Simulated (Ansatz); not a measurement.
**SnSe2 (CdI2 type): response to moved atoms and strain**

Aim: move atoms of SnSe2 (CdI2 type) or strain its cell, and read the forces, the stress and the rise in energy.

Method: DFT r²SCAN, scalar-relativistic, plane waves, PAW, in Ansatz 0.2.0.

2 further runs of the same task are left out: 2 set aside as unsound or not needed.

### Step 1. The system as given

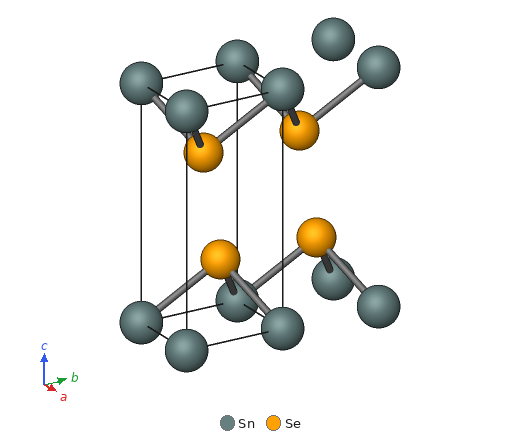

Start, viewed slightly off an axis; tin teal, selenium orange. 1×2×1 cells are drawn. Atoms on the faces are drawn again on the opposite ones.

As a file:

```
CELL_PARAMETERS angstrom
3.84057 0.00000 0.00000
-1.92028 3.32603 0.00000
0.00000 0.00000 6.50637
ATOMIC_POSITIONS crystal
Sn 0.00000 0.00000 0.00000
Se 0.33333 0.66667 0.24187
Se 0.66667 0.33333 0.75813
```

An earlier run at r²SCAN left this cell at 27.704 Å³/atom and 0.03 GPa (10×10×6 mesh).

The changes: atom 3 (Se) moved 0.02 Å along y; strain e1 = -0.02, atoms carried along; all atoms moved at random (σ = 0.03 Å), cell strained at random (1 %).

### Step 2. Atom 3 (Se) moved 0.02 Å along y

input.yaml reads:

```yaml
crystal:
  lattice:
    - [3.8405677617, 0.0, 0.0]
    - [-1.9202838809, 3.3260292466, 0.0]
    - [0.0, 0.0, 6.5063710246]
  atoms:
    - { symbol: Sn, position: [0.0, 0.0, 0.0] }
    - { symbol: Se, position: [0.3333333333, 0.6666666667, 0.2418655614] }
    - { symbol: Se, position: [0.6696732548, 0.3393465096, 0.7581344386] }
basis:
  ecutwfc: 500
  ecutrho_ratio: 4
kpoints:
  mp_grid: { grid: [10, 10, 6] }
hamiltonian:
  xc: r2scan
scf:
  occupations: { method: gaussian, width: 0.05 }
output:
  forces: true
  stress: true
  eigenvalues: true
  write_density: true
  write_potential: true
  elf: true
  volumetric_format: npy
```

Launch:

```sh
$ ansatz run input.yaml --threads 4 --pin off --max-ram 7168MiB --backend cpu --events-out ev --progress --plain --runs-dir out
```

Output, shortened:

```text
Warning: RAYON_NUM_THREADS=4 ignored (pool sized by the plan → 4); use --threads N
[...]
Pseudopotentials: kind: paw
Pseudopotential: Sn, paw, valence charge 14, recommended cutoff 500 eV (meta_gga), Sn.paw.azcp
Pseudopotential: Se, paw, valence charge 16, recommended cutoff 500 eV (meta_gga), Se.paw.azcp
Functional definition: r2SCAN
[...]
Crystal: 3 atoms, lattice volume = 83.111 Å³
Basis set: ecut = 500 eV, 2057 PW (Γ), exchange–correlation on 120×120×192 points (64 copies of the dense FFT grid, shifted against one another)
Bands: 28, of which v1, the nominal top of the filled ones, is band 23 counted from 1 (22 counted from 0)
Symmetry: 2 space group operations
Space group: Cm (ITA 8), of the structure as read, at distance tolerance 4.4e-5 Å
k-points: 172 of 600 (time reversal used)
[...]
SCF iter   1: F=—  HF=-16996.160084 eV  |F-HF|=—  |Δ(HF+E_count)|=         —  Δρ=6.32e-3  dr2=5.89e-2  dr2_τ=6.72e-3  ethr=1.77e-3  ⟨swp⟩=6.4  Hψ=21335  notcnv=0
[...]
SCF iter   6: F=-16996.172622 eV  HF=-16996.172622 eV  |F-HF|=5.43e-9  |Δ(HF+E_count)|=   1.57e-6  Δρ=8.01e-6  dr2=7.97e-8  dr2_τ=8.83e-10  ethr=2.17e-10  ⟨swp⟩=11.9  Hψ=36323  notcnv=0
[...]
SCF converged after 6 iterations
Free energy (F): -16996.172622 eV
[...]
E sigma→0 (E₀):  -16996.172622 eV
Fermi energy:    7.223116 eV
[...]
--- Forces (eV/Å), atoms counted from 1 ---
  atom   1  Sn    -0.00000000     0.05436454     0.00211171
  atom   2  Se    -0.00000000     0.01288623    -0.00013995
  atom   3  Se     0.00000000    -0.06725159    -0.00197404
[...]
--- Stress (GPa, compression-positive) ---
        0.008580      -0.000000      -0.000000
       -0.000000       0.040756       0.214398
       -0.000000       0.214398       0.056781
  P = ⅓ Tr σ = 0.0354 GPa (0.354 kbar)
--- Band table (eV; the first three rows and the last of 172) ---
[...]
```

Run time: 9.8 s. Hardware: 4 threads of AMD EPYC 9R45 (Zen 5), shared host; peak memory 0.85 GiB.

This gives: volume 27.704 Å³/atom, pressure 0.04 GPa, mesh gap 1.02 eV.

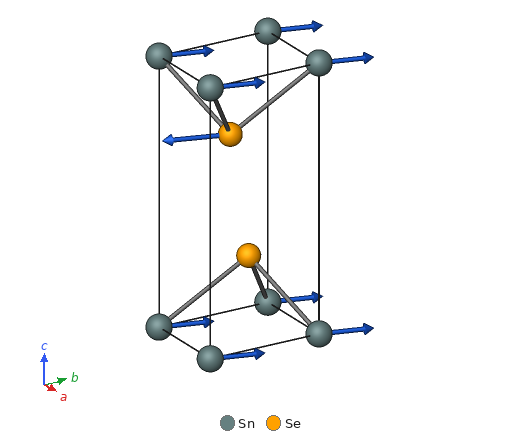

Forces on the atoms; the longest arrow is 0.07 eV/Å.

The maps below are laid out on this run's own conventional cell (a, b, c = 6.652, 3.841, 6.506 Å).

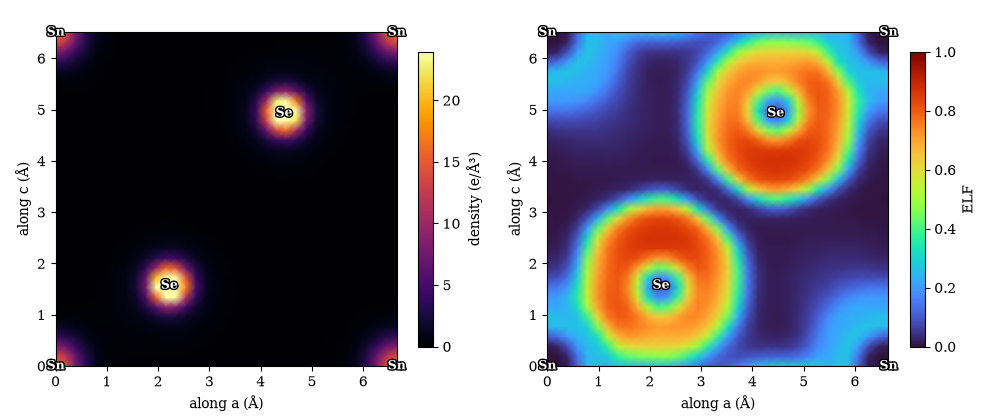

Density (left) and ELF (right) in a lattice plane of the grid's cell (edges 6.65 and 6.51 Å, at 0.000 of the third edge), which holds Sn and Se. Only atoms in the plane are labelled; the density scale stops at 23.93 e/Å³. Both are smooth fields of the valence electrons: close to the nuclei they are not physical.

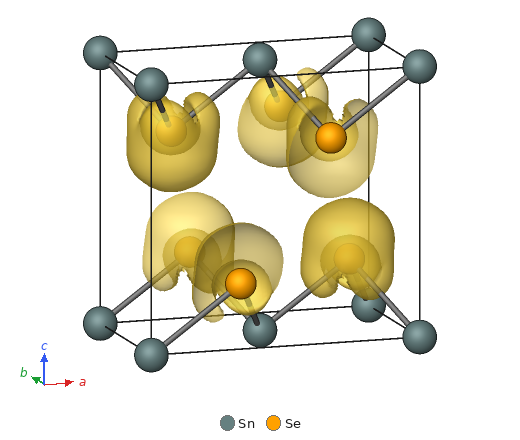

Surface of ELF = 0.75, drawn in one cell.

Maxima of ELF outside the ion cores: 0.87 beside Se, off the lines to its neighbours, 0.9 Å from Se; 0.81 on the Se–Sn line, 0.9 Å from Se.

### Step 3. Strain e1 = -0.02, atoms carried along

input.yaml reads:

```yaml
crystal:
  lattice:
    - [3.7637564065, 0.0, 0.0]
    - [-1.8818782033, 3.3260292466, 0.0]
    - [0.0, 0.0, 6.5063710246]
  atoms:
    - { symbol: Sn, position: [0.0, 0.0, 0.0] }
    - { symbol: Se, position: [0.3333333333, 0.6666666667, 0.2418655614] }
    - { symbol: Se, position: [0.6666666667, 0.3333333333, 0.7581344386] }
basis:
  ecutwfc: 500
  ecutrho_ratio: 4
kpoints:
  mp_grid: { grid: [10, 10, 6] }
hamiltonian:
  xc: r2scan
scf:
  occupations: { method: gaussian, width: 0.05 }
output:
  forces: true
  stress: true
  eigenvalues: true
```

Launch:

```sh
$ ansatz run input.yaml --threads 4 --pin off --max-ram 7168MiB --backend cpu --events-out ev --progress --plain --runs-dir out
```

Output, shortened:

```text
Warning: RAYON_NUM_THREADS=4 ignored (pool sized by the plan → 4); use --threads N
[...]
Pseudopotentials: kind: paw
Pseudopotential: Sn, paw, valence charge 14, recommended cutoff 500 eV (meta_gga), Sn.paw.azcp
Pseudopotential: Se, paw, valence charge 16, recommended cutoff 500 eV (meta_gga), Se.paw.azcp
Functional definition: r2SCAN
[...]
Crystal: 3 atoms, lattice volume = 81.449 Å³
Basis set: ecut = 500 eV, 2041 PW (Γ), exchange–correlation on 120×120×192 points (64 copies of the dense FFT grid, shifted against one another)
Bands: 28, of which v1, the nominal top of the filled ones, is band 23 counted from 1 (22 counted from 0)
Symmetry: 4 space group operations
Space group: C2/m (ITA 12), of the structure as read, at distance tolerance 4.3e-5 Å
k-points: 172 of 600
[...]
SCF iter   1: F=—  HF=-16996.144656 eV  |F-HF|=—  |Δ(HF+E_count)|=         —  Δρ=6.31e-3  dr2=5.62e-2  dr2_τ=7.32e-3  ethr=1.77e-3  ⟨swp⟩=6.4  Hψ=21307  notcnv=0
[...]
SCF iter   6: F=-16996.160190 eV  HF=-16996.160189 eV  |F-HF|=6.65e-9  |Δ(HF+E_count)|=   1.53e-6  Δρ=7.29e-6  dr2=5.48e-8  dr2_τ=6.57e-10  ethr=2.17e-10  ⟨swp⟩=3.9  Hψ=19618  notcnv=0
[...]
SCF converged after 6 iterations
Free energy (F): -16996.160190 eV
[...]
E sigma→0 (E₀):  -16996.160190 eV
Fermi energy:    7.531709 eV
[...]
--- Forces (eV/Å), atoms counted from 1 ---
  atom   1  Sn     0.00000000     0.00000000     0.00000000
  atom   2  Se     0.00000000    -0.01441791     0.12377383
  atom   3  Se    -0.00000000     0.01441791    -0.12377383
[...]
--- Stress (GPa, compression-positive) ---
        2.575256       0.000000       0.000000
        0.000000       0.849298      -0.090139
        0.000000      -0.090139       0.909046
  P = ⅓ Tr σ = 1.4445 GPa (14.445 kbar)
--- Band table (eV; the first three rows and the last of 172) ---
[... band rows left out ...]
[...]
```

It took 4.7 s on 4 threads of AMD EPYC 9R45 (Zen 5), shared host; peak memory 0.89 GiB.

This gives: volume 27.150 Å³/atom, pressure 1.44 GPa, gap on the mesh 0.93 eV.

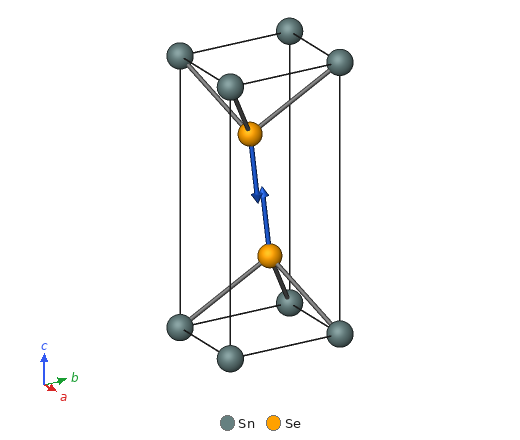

Forces on the atoms; the longest arrow is 0.12 eV/Å.

### Step 4. All atoms moved at random (σ = 0.03 Å), cell strained at random (1 %)

input.yaml reads:

```yaml
crystal:
  lattice:
    - [3.7515336411, -0.0128707087, 0.0352653785]
    - [-1.8869131813, 3.371243935, -0.0278653256]
    - [0.0597436762, -0.0200170605, 6.5786697392]
  atoms:
    - { symbol: Sn, position: [0.0040601862, 0.0051083702, -0.0005293179] }
    - { symbol: Se, position: [0.3294939444, 0.6600183359, 0.2392700185] }
    - { symbol: Se, position: [0.6664458694, 0.3348732939, 0.7612592994] }
basis:
  ecutwfc: 500
  ecutrho_ratio: 4
kpoints:
  mp_grid: { grid: [10, 10, 6] }
hamiltonian:
  xc: r2scan
scf:
  occupations: { method: gaussian, width: 0.05 }
output:
  forces: true
  stress: true
  eigenvalues: true
```

Launch:

```sh
$ ansatz run input.yaml --threads 4 --pin off --max-ram 7168MiB --backend cpu --events-out ev --progress --plain --runs-dir out
```

Output, shortened:

```text
Warning: RAYON_NUM_THREADS=4 ignored (pool sized by the plan → 4); use --threads N
[...]
Pseudopotentials: kind: paw
Pseudopotential: Sn, paw, valence charge 14, recommended cutoff 500 eV (meta_gga), Sn.paw.azcp
Pseudopotential: Se, paw, valence charge 16, recommended cutoff 500 eV (meta_gga), Se.paw.azcp
Functional definition: r2SCAN
[...]
Crystal: 3 atoms, lattice volume = 83.035 Å³
Basis set: ecut = 500 eV, 2061 PW (Γ), exchange–correlation on 120×120×192 points (64 copies of the dense FFT grid, shifted against one another)
Bands: 28, of which v1, the nominal top of the filled ones, is band 23 counted from 1 (22 counted from 0)
Symmetry: 1 space group operations
Space group: P1 (ITA 1), of the structure as read, at distance tolerance 4.4e-5 Å
k-points: 304 of 600 (time reversal used)
[...]
SCF iter   1: F=—  HF=-16996.134845 eV  |F-HF|=—  |Δ(HF+E_count)|=         —  Δρ=6.25e-3  dr2=5.70e-2  dr2_τ=7.12e-3  ethr=1.77e-3  ⟨swp⟩=6.4  Hψ=37696  notcnv=0
[...]
SCF iter   6: F=-16996.149342 eV  HF=-16996.149342 eV  |F-HF|=1.70e-9  |Δ(HF+E_count)|=   1.51e-6  Δρ=7.66e-6  dr2=6.84e-8  dr2_τ=9.55e-10  ethr=2.17e-10  ⟨swp⟩=4.0  Hψ=34760  notcnv=0
[...]
SCF converged after 6 iterations
Free energy (F): -16996.149342 eV
[...]
E sigma→0 (E₀):  -16996.149342 eV
Fermi energy:    7.265092 eV
[...]
--- Forces (eV/Å), atoms counted from 1 ---
  atom   1  Sn    -0.07057431    -0.14678931     0.10189218
  atom   2  Se    -0.08459545     0.14256722     0.05383121
  atom   3  Se     0.15517111     0.00422421    -0.15573199
[...]
--- Stress (GPa, compression-positive) ---
        2.457246       0.331721      -0.720019
        0.331721      -0.392390       0.399987
       -0.720019       0.399987       0.566200
  P = ⅓ Tr σ = 0.8770 GPa (8.770 kbar)
--- Band table (eV; the first three rows and the last of 304) ---
[... band rows left out ...]
[...]
```

It took 13 s on 4 threads of AMD EPYC 9R45 (Zen 5), shared host; peak memory 1.1 GiB.

This gives: volume 27.678 Å³/atom, pressure 0.88 GPa, gap on the mesh 0.82 eV.

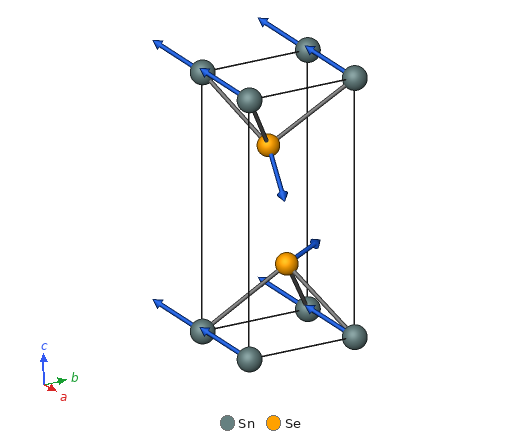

Forces on the atoms; the longest arrow is 0.22 eV/Å.

### Step 5. Results

| change | change of free energy (meV/atom) | largest force (eV/Å) | largest change of stress (GPa) |
| --- | --- | --- | --- |
| atom 3 (Se) moved 0.02 Å along y | 0.22 | 0.067 | 0.21 |
| strain e1 = -0.02, atoms carried along | 4.37 | 0.125 | 2.55 |
| all atoms moved at random (σ = 0.03 Å), cell strained at random (1 %) | 7.98 | 0.220 | 2.44 |

Moving atom 3 by 0.02 Å meets a restoring force of 0.067 eV/Å along the move, a force constant of about 3.4 eV/Å². The strain e1 = -0.02 changes that stress component by +2.55 GPa (compression positive), a ratio of 128 GPa; that is a secant over a finite strain with the atoms carried along, not the elastic constant. No change lowers the energy by more than 0.5 meV/atom; other distortions weren't tried. No dispersion term is included, so distances between weakly bound layers or units are the least certain numbers.
